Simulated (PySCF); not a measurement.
# InF (SMILES [F][In]) at MP2/STO-6G

Aim: the vertical singlet–triplet gap of InF at MP2/STO-6G, from 2 runs. The job is set up through a Python script.

Program for the calculation: PySCF 2.14.0.

16 further runs of the same task are left out: 6 that didn't finish, 10 set aside as unsound or not needed.

## 1. The molecule

The species is InF (2 atoms), meant as a singlet with charge 0. SMILES: `[F][In]`. Geometry: a GFN2-xTB relaxation, a rough one for these elements and not checked as a minimum.

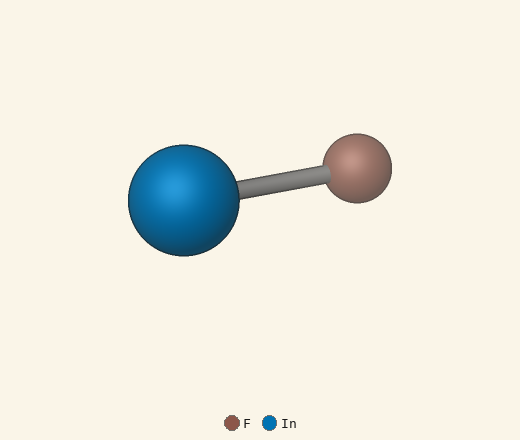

Viewed from a chosen angle; fluorine brown, indium blue.

## 2. A single-point energy at MP2/STO-6G

Contents of input.py:

```python
# InF
from pyscf import gto, scf, mp

mol = gto.Mole()
mol.atom = [
    ('F', (0.000000, 0.000000, 0.000000)),
    ('In', (0.000000, 0.000000, 2.025490)),
]
mol.verbose = 4
mol.basis = 'sto-6g'
mol.charge = 0
mol.max_memory = 1860
mol.build()

calc0 = scf.RHF(mol)
calc0.conv_tol = 1e-10
calc0.kernel()
if not calc0.converged:
    calc0 = calc0.newton().run(calc0.mo_coeff, calc0.mo_occ)

pt = mp.MP2(calc0, frozen=19).run()
e_tot = pt.e_tot
print('E = %.10f Eh' % e_tot)
```

Started as:

```sh
$ OMP_NUM_THREADS=1 python input.py
```

The program printed:

```text
PySCF version 2.14.0

[INPUT] num. atoms = 2
[INPUT] num. electrons = 58
[INPUT] charge = 0
[INPUT] spin (= nelec alpha-beta = 2S) = 0
[INPUT] symmetry False subgroup None
[INPUT] Mole.unit = angstrom
[INPUT] Symbol           X                Y                Z      unit          X                Y                Z       unit  Magmom
[INPUT]  1 F      0.000000000000   0.000000000000   0.000000000000 AA    0.000000000000   0.000000000000   0.000000000000 Bohr   0.0
[INPUT]  2 In     0.000000000000   0.000000000000   2.025490000000 AA    0.000000000000   0.000000000000   3.827621368045 Bohr   0.0

nuclear repulsion = 115.215157821426
number of shells = 14
number of NR pGTOs = 192
number of NR cGTOs = 32
basis = sto-6g
ecp = {}

******** <class 'pyscf.scf.hf.RHF'> ********
method = RHF
initial guess = minao
damping factor = 0
level_shift factor = 0
DIIS = <class 'pyscf.scf.diis.CDIIS'>
diis_start_cycle = 1
diis_space = 8
diis_damp = 0
SCF conv_tol = 1e-10
SCF conv_tol_grad = None
SCF max_cycles = 50
direct_scf = True
direct_scf_tol = 1e-13
Set gradient conv threshold to 1e-05
Initial guess from minao.
init E= -5798.0261374153
  HOMO = -0.574700863843637  LUMO = -0.246802099519655  gap/eV = 8.92258
cycle= 1 E= -5811.48029837283  delta_E= -13.5  |g|= 0.372  |ddm|= 1.34
  HOMO = -0.123051844787505  LUMO = 0.217422691262739  gap/eV = 9.26478
cycle= 2 E= -5811.54107009371  delta_E= -0.0608  |g|= 0.207  |ddm|= 1.09
  HOMO = -0.158785453382887  LUMO = 0.228807076621706  gap/eV = 10.54693
cycle= 3 E= -5811.56134337229  delta_E= -0.0203  |g|= 0.034  |ddm|= 0.37
  HOMO = -0.160060891674099  LUMO = 0.227986799599552  gap/eV = 10.55932
cycle= 4 E= -5811.5624150668  delta_E= -0.00107  |g|= 0.0122  |ddm|= 0.0972
  HOMO = -0.157936005527486  LUMO = 0.227786954988916  gap/eV = 10.49606
cycle= 5 E= -5811.56266276696  delta_E= -0.000248  |g|= 0.00205  |ddm|= 0.0661
  HOMO = -0.157919727278874  LUMO = 0.227941948347927  gap/eV = 10.49983
cycle= 6 E= -5811.56266843691  delta_E= -5.67e-06  |g|= 0.000416  |ddm|= 0.00863
  HOMO = -0.157853910693452  LUMO = 0.227940186309042  gap/eV = 10.49799
cycle= 7 E= -5811.56266862725  delta_E= -1.9e-07  |g|= 8.49e-05  |ddm|= 0.00163
  HOMO = -0.157844410849197  LUMO = 0.227947012899766  gap/eV = 10.49792
cycle= 8 E= -5811.56266863595  delta_E= -8.7e-09  |g|= 1.5e-05  |ddm|= 0.000352
  HOMO = -0.157844094159717  LUMO = 0.227944959344915  gap/eV = 10.49785
cycle= 9 E= -5811.56266863628  delta_E= -3.26e-10  |g|= 4.43e-06  |ddm|= 8.74e-05
  HOMO = -0.157844614293648  LUMO = 0.22794566480883  gap/eV = 10.49789
cycle= 10 E= -5811.5626686363  delta_E= -2.73e-11  |g|= 1.62e-07  |ddm|= 2.53e-05
  HOMO = -0.157844630930843  LUMO = 0.227945657191025  gap/eV = 10.49789
Extra cycle  E= -5811.56266863631  delta_E= -5.46e-12  |g|= 6.34e-08  |ddm|= 4.01e-07
converged SCF energy = -5811.56266863631

******** <class 'pyscf.mp.mp2.RMP2'> ********
nocc = 10, nmo = 13
frozen orbitals 19
E(RMP2) = -5811.61179276611  E_corr = -0.0491241298022825
E(SCS-RMP2) = -5811.61409940948  E_corr = -0.051430773171899
E_corr(same-spin) = -0.00867482606635386
E_corr(oppo-spin) = -0.0404493037359287
E = -5811.6117927661 Eh
```

Wall time 2 s (1 thread of Arm Neoverse V1, shared host); peak memory 0.12 GiB.

## 3. The triplet at the same level

Contents of job.py:

```python
from pyscf import gto, scf, mp

mol = gto.M(
    atom='''
F      0.000000     0.000000     0.000000
In     0.000000     0.000000     2.025490
''',
    max_memory=1860,
    spin=2,
    basis='sto-6g',
    verbose=4,
)

myscf = scf.UHF(mol)
myscf.conv_tol = 1e-10
myscf.kernel()
if not myscf.converged:
    myscf = myscf.newton().run(myscf.mo_coeff, myscf.mo_occ)

pt = mp.MP2(myscf, frozen=19).run()
energy = pt.e_tot
print('Final energy', energy)
```

Started as:

```sh
$ OMP_NUM_THREADS=1 python job.py
```

The program printed:

```text
PySCF version 2.14.0

[INPUT] num. atoms = 2
[INPUT] num. electrons = 58
[INPUT] charge = 0
[INPUT] spin (= nelec alpha-beta = 2S) = 2
[INPUT] symmetry False subgroup None
[INPUT] Mole.unit = angstrom
[INPUT] Symbol           X                Y                Z      unit          X                Y                Z       unit  Magmom
[INPUT]  1 F      0.000000000000   0.000000000000   0.000000000000 AA    0.000000000000   0.000000000000   0.000000000000 Bohr   0.0
[INPUT]  2 In     0.000000000000   0.000000000000   2.025490000000 AA    0.000000000000   0.000000000000   3.827621368045 Bohr   0.0

nuclear repulsion = 115.215157821426
number of shells = 14
number of NR pGTOs = 192
number of NR cGTOs = 32
basis = sto-6g
ecp = {}

******** <class 'pyscf.scf.uhf.UHF'> ********
method = UHF
initial guess = minao
damping factor = 0
level_shift factor = 0
DIIS = <class 'pyscf.scf.diis.CDIIS'>
diis_start_cycle = 1
diis_space = 8
diis_damp = 0
SCF conv_tol = 1e-10
SCF conv_tol_grad = None
SCF max_cycles = 50
direct_scf = True
direct_scf_tol = 1e-13
number electrons alpha = 30  beta = 28
Set gradient conv threshold to 1e-05
init E= -5798.0261374153

[... the frontier-level lines of each cycle are left out ...]



cycle= 1 E= -5811.42942413984  delta_E= -13.4  |g|= 0.234  |ddm|= 1.71
cycle= 2 E= -5811.48731877403  delta_E= -0.0579  |g|= 0.0749  |ddm|= 0.581
cycle= 3 E= -5811.49462499135  delta_E= -0.00731  |g|= 0.0242  |ddm|= 0.163
cycle= 4 E= -5811.49582937843  delta_E= -0.0012  |g|= 0.00755  |ddm|= 0.0772
cycle= 5 E= -5811.49599160386  delta_E= -0.000162  |g|= 0.00171  |ddm|= 0.0353
cycle= 6 E= -5811.49600174224  delta_E= -1.01e-05  |g|= 0.000448  |ddm|= 0.00819
cycle= 7 E= -5811.496002469  delta_E= -7.27e-07  |g|= 0.000114  |ddm|= 0.00255
cycle= 8 E= -5811.49600251478  delta_E= -4.58e-08  |g|= 3.82e-05  |ddm|= 0.00059
cycle= 9 E= -5811.49600252158  delta_E= -6.79e-09  |g|= 2.45e-05  |ddm|= 0.000208
cycle= 10 E= -5811.49600252494  delta_E= -3.37e-09  |g|= 1.91e-05  |ddm|= 0.000142
cycle= 11 E= -5811.49600252912  delta_E= -4.18e-09  |g|= 8.69e-06  |ddm|= 0.000282
cycle= 12 E= -5811.49600253002  delta_E= -8.93e-10  |g|= 2.1e-06  |ddm|= 0.000167
cycle= 13 E= -5811.49600253005  delta_E= -3.27e-11  |g|= 4.91e-07  |ddm|= 2.89e-05
Extra cycle  E= -5811.49600253005  delta_E= 3.64e-12  |g|= 2.95e-07  |ddm|= 1.35e-06
converged SCF energy = -5811.49600253005  <S^2> = 2.0062896  2S+1 = 3.0041901

******** <class 'pyscf.mp.ump2.UMP2'> ********
nocc = (np.int64(11), np.int64(9)), nmo = (13, 13)
frozen orbitals 19
E(UMP2) = -5811.52596522435  E_corr = -0.0299626943033886
E(SCS-UMP2) = -5811.52746303402  E_corr = -0.0314605039759205
E_corr(same-spin) = -0.00518622598632216
E_corr(oppo-spin) = -0.0247764683170665
Final energy -5811.52596522435
```

Wall time 2 s (1 thread of Arm Neoverse V1, shared host); peak memory 0.12 GiB.

## 4. What came out

Level: MP2/STO-6G, 19 core orbitals frozen.

| quantity | value |
| --- | --- |
| singlet: total energy | -5811.61179 Eh |
| singlet: dipole moment (Hartree–Fock density) | 0.98 D |
| singlet: HOMO energy (Hartree–Fock orbitals) | -4.30 eV |
| singlet: LUMO energy (Hartree–Fock orbitals) | 6.20 eV |
| singlet: HOMO–LUMO gap (Hartree–Fock orbitals) | 10.50 eV |
| singlet: correlation energy (19 core orbitals frozen) | -49.1 mEh |
| triplet: total energy | -5811.52597 Eh |
| triplet: dipole moment (Hartree–Fock density) | 2.99 D |
| triplet: HOMO energy (Hartree–Fock orbitals) (highest over α and β) | -2.36 eV |
| triplet: LUMO energy (Hartree–Fock orbitals) (lowest over α and β) | 4.52 eV |
| triplet: correlation energy (19 core orbitals frozen) | -30.0 mEh |
| triplet: ⟨S²⟩ of the reference determinant | 2.006 |
| vertical energy of the triplet above the singlet | 2.335 eV |

In words: At this shape the triplet lies 2.34 eV (225 kJ/mol) above the singlet. In a minimal basis such a difference can be off by several eV, whatever the method. Relativity is left out (singlet) although the molecule holds a heavy atom. Relativity is left out (triplet) although the molecule holds a heavy atom.
